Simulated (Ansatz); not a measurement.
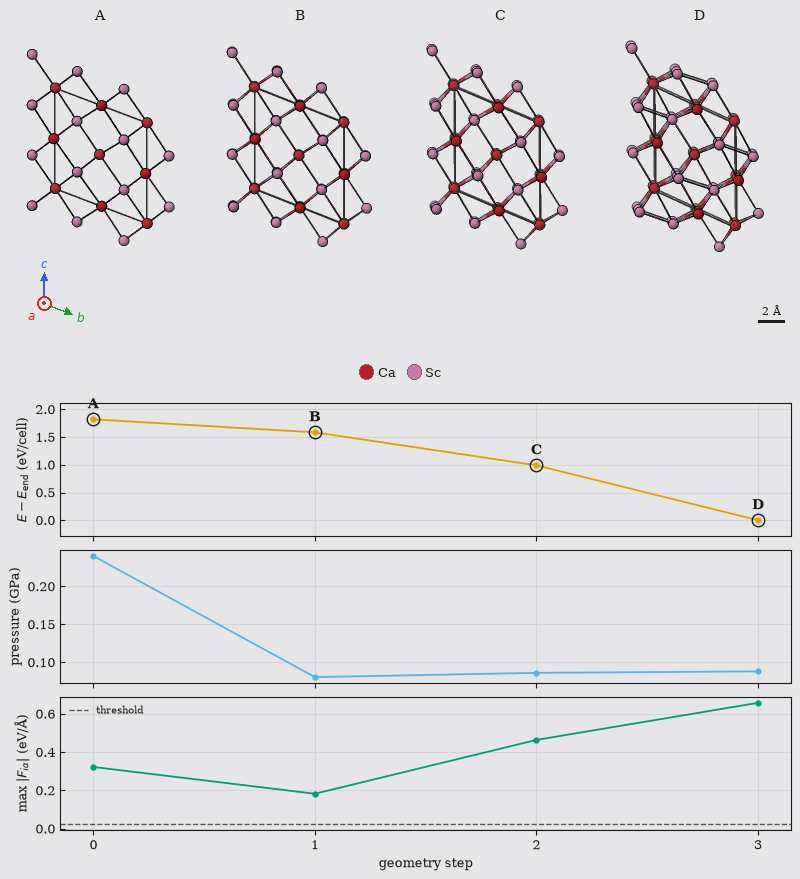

Frames of a relaxation of crystalline CaSc (a generated structure, set up in P1) (coarse preliminary run), marked on the history of the run. The picture is a ball-and-stick view of the cell of the calculation, seen along the a axis.

Computed with Ansatz 0.2.0, DFT PBE, scalar-relativistic, plane waves, PAW. (plane-wave cutoff 420 eV; k-point mesh 6 × 4 × 4; occupations gaussian; smearing width 0.2 eV; no spin polarisation; cell and atoms relaxed; force threshold 0.025 eV/Å; at most 60 steps)

> Describe the path.

The run was cut off at its time limit before the relaxation converged, so the last structure is only a point on the way. The largest move relative to the cell is that of a Sc atom, 0.34 Å along [2 −3 2]. By element the largest moves are Sc 0.34 Å, Ca 0.30 Å. The drawn cell changes as follows: a 4.617 → 4.988 Å (+8.0 %), b 7.770 → 7.070 Å (−9.0 %), c 7.959 → 8.268 Å (+3.9 %), α 110.8° → 115.5°, β 90.6° → 95.5°, γ 88.6° → 84.0°; the volume changes by −2.1 %. Some distances before and after: Sc–Sc 4.397 → 3.481 Å, Sc–Sc 4.513 → 3.599 Å, Ca–Sc 3.158 → 3.352 Å, Ca–Sc 3.402 → 3.237 Å. Among the angles between lasting bonds that change: Ca–Sc–Ca 92.6° → 115.6°, Sc–Ca–Sc 87.0° → 64.4°, Sc–Ca–Sc 86.4° → 64.3°. The space group stays P1 (No. 1). After 3 geometry steps the energy has fallen by 1.820 eV per cell of the calculation. The largest force component goes from 0.32 to 0.66 eV/Å. The pressure goes from 0.24 to 0.09 GPa. The run took 4.9 min on 1 thread of Arm Neoverse V2 (shared host), peak memory 0.87 GiB. From step 0 to 1: Ca and Sc atoms move most (0.09 Å), volume +0.3 %, energy −0.235 eV per cell of the calculation. From step 1 to 2: Sc atoms move most (0.11 Å), volume −1.0 %, energy −0.595 eV per cell of the calculation. From step 2 to 3: Sc atoms move most (0.15 Å), volume −1.3 %, energy −0.990 eV per cell of the calculation.

```tsv
step	E − E(0), meV/atom	largest force component, eV/Å	pressure, GPa	volume, Å³/atom
0	0.00	0.3225	0.24	33.352
1	-29.38	0.1826	0.08	33.455
2	-103.74	0.4639	0.09	33.109
3	-227.50	0.6576	0.09	32.665
```
